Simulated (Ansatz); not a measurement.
# Li3Cr: relaxing a made-up structure, part 2 of 2

This structure for Li3Cr is made up. Its elements were placed in a known structure type with a cell scaled to their sizes. What cell does the guess relax to, and how far off was it?

Ansatz 0.2.0; DFT, PBEsol, plane-wave PAW, files of the set soft_1, scalar-relativistic, ferromagnetic start, cell and ions relaxed at zero pressure; PAW set soft_1 (the session's first sound run).

So far: The structure; Relaxing cell and atoms. The relaxed cell has a = 2.558, c = 9.798 Å (conventional setting).

## 3. Electronic structure of the relaxed cell

A second self-consistent run takes a narrower smearing and the mesh shown in its input; the bands follow along the standard path of the relaxed lattice.

This step: DFT, PBEsol, plane-wave PAW, files of the set soft_1, scalar-relativistic, no spin, bands and density of states at the relaxed cell; PAW set soft_1 (Ansatz 0.2.0).

File input.yaml:

```yaml
crystal:
  lattice:
    - [2.5579189518, 0.0, 0.0]
    - [-1.2789594759, 2.2152227931, 0.0]
    - [0.0, 0.0, 9.7982922777]
  atoms:
    - { symbol: Cr, position: [0.0, 0.0, 0.0] }
    - { symbol: Li, position: [0.3333333333, 0.6666666667, 0.7656804758] }
    - { symbol: Li, position: [0.3333333333, 0.6666666667, 0.2343195242] }
    - { symbol: Li, position: [0.0, 0.0, 0.5] }
kpoints:
  mp_grid: { grid: [14, 14, 4] }
  band_path:
    path:
      - [[0.0, 0.0, 0.0], [0.5, 0.0, 0.0], [0.33333333, 0.33333333, 0.0], [0.0, 0.0, 0.0], [0.0, 0.0, 0.5], [0.5, 0.0, 0.5], [0.33333333, 0.33333333, 0.5], [0.0, 0.0, 0.5]]
      - [[0.5, 0.0, 0.5], [0.5, 0.0, 0.0]]
      - [[0.33333333, 0.33333333, 0.0], [0.33333333, 0.33333333, 0.5]]
    npoints: 8
scf:
  occupations: { method: fermi_dirac, width: 0.03 }
  n_extra_bands: 8
hamiltonian:
  xc: pbesol
  pseudopotentials: { kind: paw, azcp: { folder: soft_1 }, xc_functional: pbe }
output:
  forces: true
  stress: true
  write_bands: true
  dos: { projected: true }
  write_density: true
  write_potential: true
  elf: true
  volumetric_format: npy
```

Run with:

```bash
$ ansatz run input.yaml --threads 4 --pin off --max-ram 8192MiB --backend cpu --events-out ev --progress --plain --runs-dir out
```

Numbers of over 12 decimals in the logs are rounded to 6 here.

What it wrote:

```text
[...]
Crystal: 4 atoms, lattice volume = 55.521 Å³
Basis set: ecut = 420 eV, 1095 PW (Γ), exchange–correlation on 36×36×144 points (8 copies of the dense FFT grid, shifted against one another)
Bands: 20, of which v1, the nominal top of the filled ones, is band 12 counted from 1 (11 counted from 0)
Symmetry: 12 space group operations
[...]
k-points: 72 of 784 (time reversal used)
[...]
SCF iter   1: F=—  HF=-3970.917599 eV  |F-HF|=—  |Δ(HF+E_count)|=         —  Δρ=3.21e-1  dr2=2.44e2  ethr=3.10e-3  ⟨swp⟩=3.7  Hψ=5763  notcnv=0
[...]
SCF iter  12: F=-3956.606471 eV  HF=-3956.606471 eV  |F-HF|=7.04e-9  |Δ(HF+E_count)|=   8.92e-8  Δρ=4.06e-6  dr2=8.74e-9  ethr=4.35e-10  ⟨swp⟩=13.3  Hψ=9279  notcnv=0
SCF 1 converged in 12 iterations: F = -3956.606471 eV  dr2 = 8.74e-9
[...]
NSCF: frozen V_eff on 75 k-points
SCF converged after 12 iterations
Free energy (F): -3956.606471 eV
[...]
Internal energy: -3956.597030 eV  (E = F + TS)
E sigma→0 (E₀):  -3956.601751 eV
Entropy (-TS):   -0.009441 eV (-2.360 meV/atom)
Fermi energy:    5.512852 eV
[...]
--- Forces (eV/Å), atoms counted from 1 ---
  atom   1  Cr     0.00000000    -0.00000000     0.00000000
  atom   2  Li     0.00000000     0.00000000    -0.00353590
  atom   3  Li     0.00000000     0.00000000     0.00353590
  atom   4  Li     0.00000000    -0.00000000     0.00000000
  max |Σ_I F_I| component: 1.62e-17 eV/Å
--- Stress (GPa, compression-positive) ---
        0.076645       0.000000       0.000000
        0.000000       0.076645       0.000000
        0.000000       0.000000      -0.001475
  P = ⅓ Tr σ = 0.0506 GPa (0.506 kbar)
--- Band table (eV; the first three rows and the last of 72) ---
  k-point 0: bands = [... 8 lower, 2.0711, 2.6872, 3.7999, 4.5635, 5.5649, 5.5649, 7.1359, 7.1359, ... 4 higher]
  k-point 1: bands = [... 8 lower, 1.9848, 2.8483, 3.8252, 4.4011, 5.5649, 5.5649, 7.1359, 7.1359, ... 4 higher]
  k-point 2: bands = [... 8 lower, 1.9198, 3.0016, 3.8875, 4.1917, 5.5649, 5.5649, 7.1359, 7.1359, ... 4 higher]
  k-point 71: bands = [... 8 lower, 4.4316, 4.9499, 5.0079, 5.7460, 8.0528, 8.7682, 9.1085, 9.7561, ... 4 higher]
```

Wall time 3.5 s (4 threads of Intel Xeon Platinum 8259CL at 2.50GHz (Skylake/Cascade Lake), shared host); peak memory 0.5 GiB; 13 s of CPU time.

Numbers from this step:

| Quantity | Value |
| --- | --- |
| free energy | -3956.6065 eV |
| smearing term TS | 0.009441 eV |
| Fermi energy | 5.513 eV |
| pressure | 0.05061 GPa |

From bands.tsv, the bands that come nearest the Fermi level along the path, at its corners, in eV from the Fermi level:

| point | band 8 | band 9 | band 10 | band 11 | band 12 | band 13 | band 14 | band 15 |
| --- | --- | --- | --- | --- | --- | --- | --- | --- |
| Γ | -5.56 | -3.44 | -2.83 | -1.71 | -0.95 | 0.05 | 0.05 | 1.62 |
| M | -2.74 | -1.95 | -0.38 | 0.90 | 1.07 | 1.35 | 1.58 | 2.78 |
| K | -0.85 | -0.85 | -0.84 | -0.75 | 0.27 | 2.88 | 3.44 | 3.51 |
| Γ | -5.56 | -3.44 | -2.83 | -1.71 | -0.95 | 0.05 | 0.05 | 1.62 |
| A | -5.56 | -3.59 | -2.51 | -1.63 | -1.32 | 0.05 | 0.05 | 1.62 |
| L | -2.73 | -1.95 | -0.34 | 0.67 | 1.07 | 1.48 | 1.74 | 2.78 |
| H | -0.86 | -0.85 | -0.84 | -0.75 | 0.27 | 3.02 | 3.44 | 3.61 |
| A | -5.56 | -3.59 | -2.51 | -1.63 | -1.32 | 0.05 | 0.05 | 1.62 |
| L | -2.73 | -1.95 | -0.34 | 0.67 | 1.07 | 1.48 | 1.74 | 2.78 |
| M | -2.74 | -1.95 | -0.38 | 0.90 | 1.07 | 1.35 | 1.58 | 2.78 |
| K | -0.85 | -0.85 | -0.84 | -0.75 | 0.27 | 2.88 | 3.44 | 3.51 |
| H | -0.86 | -0.85 | -0.84 | -0.75 | 0.27 | 3.02 | 3.44 | 3.61 |

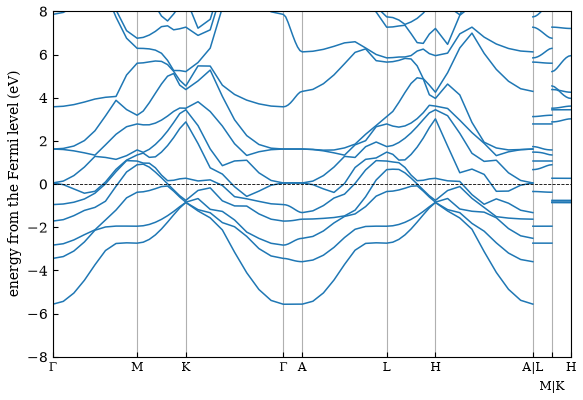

Bands along the path. 7 bands lie wholly below the window drawn.

States per cell as run, both spins, in windows of 1 eV, from dos.tsv (zero at the Fermi level):

| from | to | total |
| --- | --- | --- |
| -8 | -7 | 0.00 |
| -7 | -6 | 0.00 |
| -6 | -5 | 0.12 |
| -5 | -4 | 0.25 |
| -4 | -3 | 0.51 |
| -3 | -2 | 1.74 |
| -2 | -1 | 3.24 |
| -1 | 0 | 3.08 |
| 0 | 1 | 2.78 |
| 1 | 2 | 2.96 |
| 2 | 3 | 1.84 |
| 3 | 4 | 1.07 |
| 4 | 5 | 1.16 |
| 5 | 6 | 1.30 |

A further 14.0 states lie below the table's range.

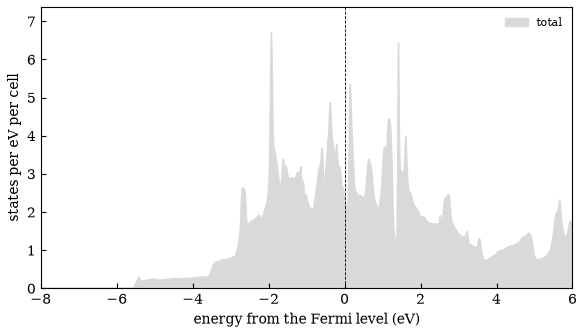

Total density of states, smoothed over about 0.04 eV.

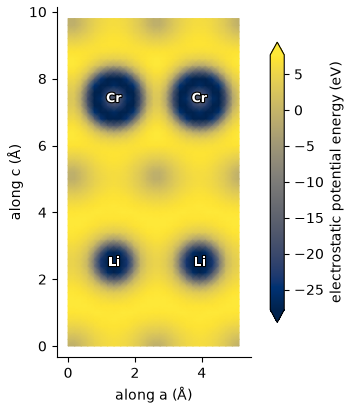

Electrostatic potential energy in the ac plane at fractional y = 1.000, with atoms of Cr and Li within 0.2 Å of it. With pseudopotentials it is smooth inside the atoms' cores, unlike the true potential. The map starts off the cell's origin, so that atoms lie inside it.

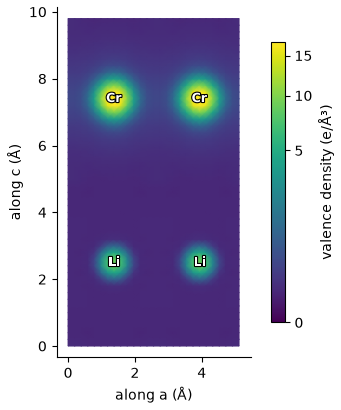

Valence density in the ac plane at fractional y = 1.000, with atoms of Cr and Li within 0.2 Å of it. It is the smooth field of the valence electrons, not physical close to the nuclei. The map starts off the cell's origin, so that atoms lie inside it. The colour scale is stretched toward low values.

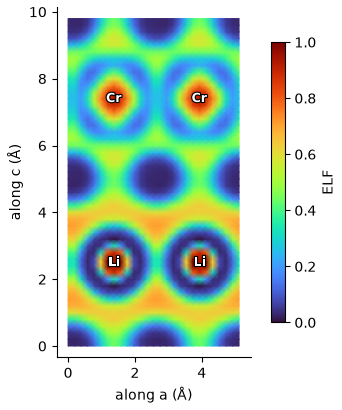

ELF in the ac plane at fractional y = 1.000, with atoms of Cr and Li within 0.2 Å of it. It is the smooth field of the valence electrons, not physical close to the nuclei. The map starts off the cell's origin, so that atoms lie inside it.

## 4. Summary of results

| Property | Result |
| --- | --- |
| space group, relaxed | P-6m2 |
| conventional cell | a = 2.558, b = 2.558, c = 9.798 Å; α = 90.0°, β = 90.0°, γ = 120.0° |
| volume per atom | 13.88 Å³ (guess 15.91) |
| total moment | 0.00 μB in the cell of 4 atoms |

What this shows: Li3Cr relaxes to P-6m2 with a = 2.558, b = 2.558 and c = 9.798 Å. The guessed volume was 15 % too large. The space group P-6m2 was held in the relaxation, so the end point is a stationary structure within it and may be a saddle against distortions or other arrangements. The moments died out from this one start and weren't seeded again at the relaxed cell. Bands cross the Fermi level, so it is a metal or semimetal at this level. The electron count is odd, which forces that without spin polarisation or a larger cell. On the 14×14×4 mesh with the narrower smearing (relaxed on 11×11×3) the largest force component is 0.004 eV/Å and the largest stress component is 0.077 GPa, against the relaxation's thresholds of 0.015 eV/Å and 0.05 GPa. The cutoff wasn't tested. A vector of the cell changed its length by 11 %, more than the volume shows. No dispersion term is used, so weakly bound directions may come out too long. Nothing here tests whether the compound is stable against decomposition.

[Logs are printed without paths, hosts, clocks, repeated set-up lines and the standing remarks that a program may print on its own settings, such as how far it seeks lower states.]

[Hosts, paths, dates, database ids (printed as entryN), source tags and the programs' standing remarks are cut or masked in the printed files.]
